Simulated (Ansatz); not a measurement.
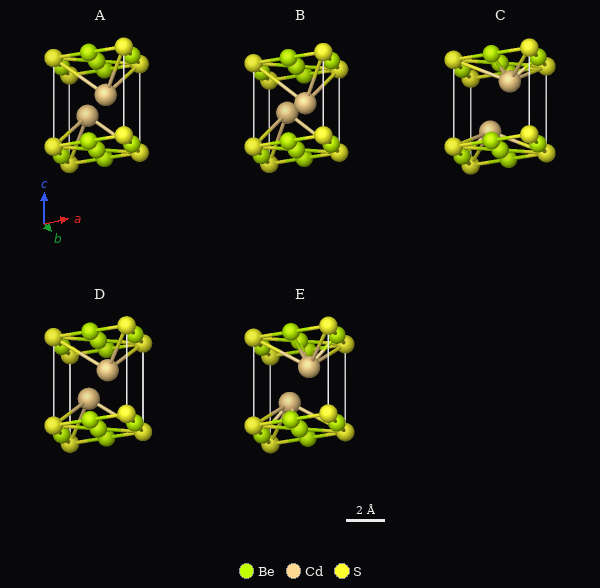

5 geometries from one relaxation of a crystal of Be3Cd2S (a generated structure, set up in P-3m1) (coarse preliminary run), in shuffled order. A ball-and-stick model of the cell of the calculation, seen from a free direction.

The calculation used Ansatz 0.2.0, DFT PBE, scalar-relativistic, plane waves, PAW. (plane-wave cutoff 420 eV; k-point mesh 6 × 6 × 4; occupations gaussian; smearing width 0.1 eV; no spin polarisation; cell and atoms relaxed; force threshold 0.04 eV/Å; at most 70 steps)

Put them in the order of the run, from the start to the converged end.

Answer. C, E, D, A, B. They are steps 0, 2, 3, 4, 8, at +7.802 eV per cell of the calculation, +2.782 eV per cell of the calculation, +1.325 eV per cell of the calculation, +0.392 eV per cell of the calculation relative to the last. The largest moves relative to the cell, 1.04 Å, are those of Cd atoms. S and Be stay in place. The drawn cell changes as follows: a = b 5.258 → 4.842 Å (−7.9 %), c 4.703 → 4.518 Å (−3.9 %); the volume changes by −18.5 %. Among the contacts that change: Cd–Cd 3.727 → 2.796 Å, Be–Cd 1.979 → 2.655 Å, Cd–S 3.290 → 3.593 Å, Be–S 2.629 → 2.421 Å. The space group (tolerance 0.01 Å) goes from P-3m1 (No. 164) to P6/mmm (No. 191). The energy falls by 7.802 eV per cell of the calculation in 7 accepted moves (8 points after the start). Largest force component: 9 eV/Å at the start, 0.0062 eV/Å at the end. The pressure goes from 15.47 to 0.08 GPa. The SCF was repeated once at an unchanged geometry on a basis and grid sized afresh for the cell, which shifted the energy by 3.8 meV per cell of the calculation at most.
